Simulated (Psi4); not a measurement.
# C2H3B (BH2(CCH)) at HF/def2-SVPD

Aim: the vertical electron affinity of C2H3B (BH2(CCH)) at HF/def2-SVPD, from 2 runs. 

The calculation is run with Psi4 1.11.

3 further runs of the same task are left out: 3 set aside as unsound or not needed.

### Step 1. The structure to begin with

The species is C2H3B (6 atoms), meant as a singlet with charge 0. SMILES: `[H]B([H])C#C`. Geometry: relaxed at GFN2-xTB.

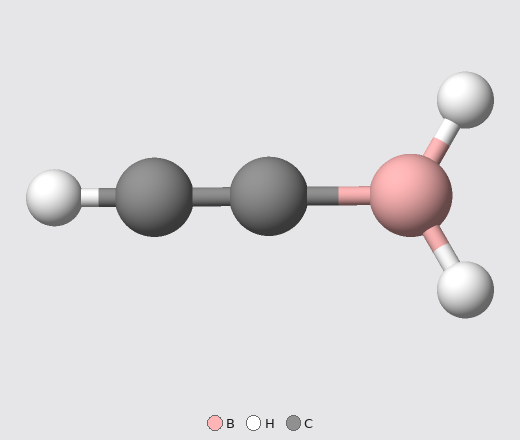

Viewed from a chosen angle; boron pink, hydrogen white, carbon grey.

### Step 2. Energy and gradient at HF/def2-SVPD

calc.py

```python
import psi4

psi4.set_memory(1600000000)
psi4.set_num_threads(1)
psi4.set_output_file('run.log', False)

m = psi4.geometry("""
0 1
B      1.07336444     1.85487957     0.01012893
H      3.27619929     1.83673820     0.18961512
H     -0.03992991     3.75717238    -0.16236527
C     -0.34336324    -0.59295826    -0.00100155
C     -1.48320824    -2.56857244    -0.01298242
H     -2.48308123    -4.28724056    -0.02341371
units au
symmetry c1
""")

options = {'puream': True, 'e_convergence': 1e-09, 'd_convergence': 1e-08, 'scf_type': 'pk'}
psi4.set_options(options)

e, wfn = psi4.gradient("scf/def2-SVPD", molecule=m, return_wfn=True)
psi4.oeprop(wfn, "WIBERG_LOWDIN_INDICES", "DIPOLE", "LOWDIN_CHARGES", title="SCF")
print('gradient / Eh bohr^-1')
print(e.np.round(6))
print(f'energy = {wfn.energy():.10f} Eh')
```

Command:

```
$ python calc.py
```

run.log:

```text
[...]
  Running in c1 symmetry.
[...]
  Nuclear repulsion =   47.010411230103529
[...]
  Multiplicity = 1
[...]
  Nalpha       = 10
  Nbeta        = 10
[...]
    Number of basis functions: 84
[...]
   @RHF iter   1:  -101.96704485098962   -1.07133e+00   3.01064e-03 DIIS/ADIIS
[...]
   @RHF iter  11:  -102.01288814006099   -1.60867e-11   5.74935e-09 DIIS
[...]
    Orbital Energies [Eh]
    ---------------------
    Doubly Occupied:
       1A    -11.258297     2A    -11.228728     3A     -7.625613
       4A     -1.026082     5A     -0.786541     6A     -0.712249
       7A     -0.565009     8A     -0.530402     9A     -0.421408
      10A     -0.400235
[...]
  @RHF Final Energy:  -102.01288814006099
   => Energetics <=
    Nuclear Repulsion Energy =             47.0104112301035286
    One-Electron Energy =                -228.9374689157207854
    Two-Electron Energy =                  79.9141695455562626
    Total Energy =                       -102.0128881400609941
[...]
  -Total Gradient:
     Atom            X                  Y                   Z
    ------   -----------------  -----------------  -----------------
       1       -0.002924058178    -0.005436501787     0.000017952965
       2       -0.013865515549    -0.001106731159    -0.001098857666
       3        0.005843396254    -0.012434083091     0.000989339257
       4        0.017485191081     0.030546888100     0.000189654762
       5       -0.012097753399    -0.021339629394    -0.000156252569
       6        0.005558739792     0.009770057332     0.000058163251
[...]
 Multipole Moments:
 ------------------------------------------------------------------------------------
     Multipole            Electronic (a.u.)      Nuclear  (a.u.)        Total (a.u.)
 ------------------------------------------------------------------------------------
 L = 1.  Multiply by 2.5417464519 to convert [e a0] to [Debye]
 Dipole X            :         -0.2313729            0.0735954           -0.1577775
 Dipole Y            :         -0.4018946            0.1311336           -0.2707611
 Dipole Z            :          0.0001142           -0.0018526           -0.0017384
 Magnitude           :                                                    0.3133820
[...]
```

On the terminal:

```text
gradient / Eh bohr^-1
[[-2.9240e-03 -5.4370e-03  1.8000e-05]
 [-1.3866e-02 -1.1070e-03 -1.0990e-03]
 [ 5.8430e-03 -1.2434e-02  9.8900e-04]
 [ 1.7485e-02  3.0547e-02  1.9000e-04]
 [-1.2098e-02 -2.1340e-02 -1.5600e-04]
 [ 5.5590e-03  9.7700e-03  5.8000e-05]]
energy = -102.0128881401 Eh
```

Wall time 8.4 s (1 thread of Intel Xeon at 2.70GHz, shared host); peak memory 0.28 GiB.

### Step 3. The doublet anion at the same level

calc.py

```python
import psi4

psi4.set_memory(1600000000)
psi4.set_num_threads(1)
psi4.core.set_output_file('run.log', False)

mol = psi4.geometry("""
-1 2
B
H 1 1.169592
H 1 1.169936 2 121.01588
C 1 1.49666 2 119.50238 3 179.95487
C 4 1.206993 2 153.77224 1 179.81391
H 5 1.052208 2 162.91536 1 179.91014
symmetry c1
""")

psi4.set_options({
    'basis': 'def2-SVPD',
    'reference': 'uhf',
    'puream': True,
    'e_convergence': 1e-09,
    'd_convergence': 1e-08,
    'scf_type': 'pk',
    'maxiter': 200,
})

result, w = psi4.gradient('scf', return_wfn=True)
psi4.oeprop(w, 'WIBERG_LOWDIN_INDICES', 'MULLIKEN_CHARGES', 'DIPOLE', title='SCF')
print('gradient / Eh bohr^-1')
print(result.np.round(6))
print(f'energy = {w.energy():.10f} Eh')
```

Command:

```
$ python calc.py
```

run.log (excerpt; [...] marks lines left out):

```text
[...]
  Running in c1 symmetry.
[...]
  Nuclear repulsion =   47.010409741345271
[...]
  Multiplicity = 2
[...]
  Nalpha       = 11
  Nbeta        = 10
[...]
    Number of basis functions: 84
[...]
   @UHF iter   1:  -101.87514951740573   -9.79432e-01   4.57966e-03 DIIS/ADIIS
[...]
   @UHF iter  17:  -101.99564295078969   -3.89377e-12   5.49181e-09 DIIS
[...]
   @S^2 Observed:                8.372457431E-01
[...]
  @UHF Final Energy:  -101.99564295078969
   => Energetics <=
    Nuclear Repulsion Energy =             47.0104097413452706
    One-Electron Energy =                -233.7800408603006304
    Two-Electron Energy =                  84.7739881681656868
    Total Energy =                       -101.9956429507896871
  UHF NO Occupations:
  HONO-2 :    9  A 1.9895641
  HONO-1 :   10  A 1.9718030
[...]
  -Total Gradient:
     Atom            X                  Y                   Z
    ------   -----------------  -----------------  -----------------
       1        0.000056777769     0.004956739206     0.003026638348
       2        0.000006548151    -0.001802177029    -0.024694800711
       3        0.000006534922    -0.021956970596     0.011079643632
       4       -0.000039784094    -0.020674428821    -0.011819054457
       5       -0.000023432571     0.031558021139     0.018006466853
       6       -0.000006644178     0.007918816102     0.004401106335
[...]
 Multipole Moments:
 ------------------------------------------------------------------------------------
     Multipole            Electronic (a.u.)      Nuclear  (a.u.)        Total (a.u.)
 ------------------------------------------------------------------------------------
 L = 1.  Multiply by 2.5417464519 to convert [e a0] to [Debye]
 Dipole X            :          0.0003400            0.0021488            0.0024888
 Dipole Y            :         -1.4292674            0.1319445           -1.2973229
 Dipole Z            :         -0.8068893            0.0721228           -0.7347665
 Magnitude           :                                                    1.4909509
[...]
  Mulliken Charges: (a.u.)
   Center  Symbol    Alpha    Beta     Spin     Total
       1     B     3.56627  2.45594  1.11034 -1.02221
       2     H     0.36330  0.51997 -0.15667  0.11674
       3     H     0.36340  0.52021 -0.15681  0.11638
[...]
```

Standard output:

```text
gradient / Eh bohr^-1
[[ 5.7000e-05  4.9570e-03  3.0270e-03]
 [ 7.0000e-06 -1.8020e-03 -2.4695e-02]
 [ 7.0000e-06 -2.1957e-02  1.1080e-02]
 [-4.0000e-05 -2.0674e-02 -1.1819e-02]
 [-2.3000e-05  3.1558e-02  1.8006e-02]
 [-7.0000e-06  7.9190e-03  4.4010e-03]]
energy = -101.9956429508 Eh
```

Run time: 9 s. Hardware: 1 thread of Intel Xeon at 2.70GHz, shared host; peak memory 0.28 GiB.

### Step 4. What came out

At HF/def2-SVPD:

| quantity | value |
| --- | --- |
| singlet C2H3B: total energy | -102.01289 Eh |
| singlet C2H3B: dipole moment | 0.80 D |
| singlet C2H3B: HOMO energy | -10.89 eV |
| singlet C2H3B: LUMO energy | 1.33 eV |
| singlet C2H3B: HOMO–LUMO gap | 12.22 eV |
| singlet C2H3B: largest force on an atom | 1.810 eV/Å |
| doublet anion: total energy | -101.99564 Eh |
| doublet anion: HOMO energy (highest over α and β) | -0.49 eV |
| doublet anion: LUMO energy (lowest over α and β) | 6.06 eV |
| doublet anion: ⟨S²⟩ | 0.837 |
| doublet anion: largest force on an atom | 1.868 eV/Å |
| vertical electron affinity (to the doublet anion) | -0.469 eV |

What this shows: The anion lies 0.47 eV (10.8 kcal/mol) above the neutral: the electron isn't bound at this level, and such a value depends on the basis. Hartree–Fock misses the correlation that binds many anions. The largest force (singlet C2H3B) is 1.81 eV/Å: the shape isn't a stationary point for this species at this level. Mulliken charges (doublet anion) run from -1.02 on B1 to +0.25 on C4; in a basis this large or diffuse they mean little.
